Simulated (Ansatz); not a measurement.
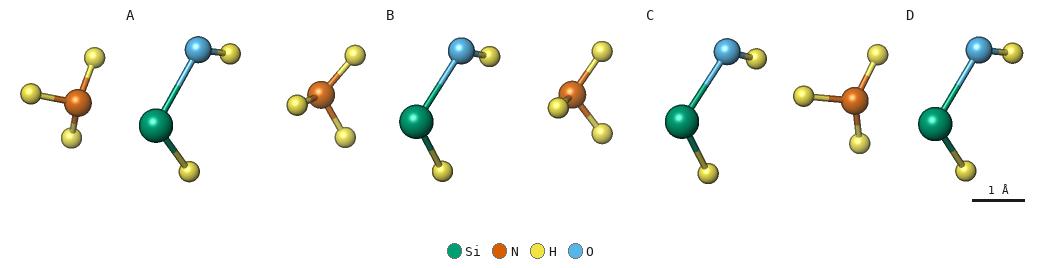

4 geometries from one relaxation of SiNH$_{5}$O, in shuffled order. Style: ball-and-stick. Shown at a tilt.

The run prepares an end point of a later path (reaction) calculation, from a guessed geometry.

The calculation used RKS revPBE-D4/def2-SVP (Ansatz 0.2.0). (no spin polarisation; force threshold 0.03 eV/Å; at most 50 steps)

### Put them in the order of the run, from the start to the converged end.

C, B, D, A. They are steps 0, 5, 10, 18, at +0.607 eV, +0.566 eV, +0.303 eV relative to the last. The largest move after the best rigid fit is that of the N atom, 0.68 Å. By element the largest moves are N 0.68 Å, H 0.34 Å, Si 0.20 Å, O 0.18 Å. Some distances before and after: N–Si 3.012 → 2.175 Å, O–Si 1.709 → 1.743 Å, H–N 1.043 → 1.029 Å. Over 17 accepted moves (18 points after the start) the energy falls by 0.607 eV. Largest force component: 0.67 eV/Å at the start, 0.018 eV/Å at the end. The line search rejected the trial step at point 13 of the run. Cost: 24 s on 1 thread of Intel(R) Xeon(R) Platinum 8488C (Sapphire Rapids), with other jobs on the host, peak memory 0.15 GiB.

Limits of the set-up: the start holds two separate molecules, 2.6 Å apart at their closest, whose relative position is a soft coordinate.
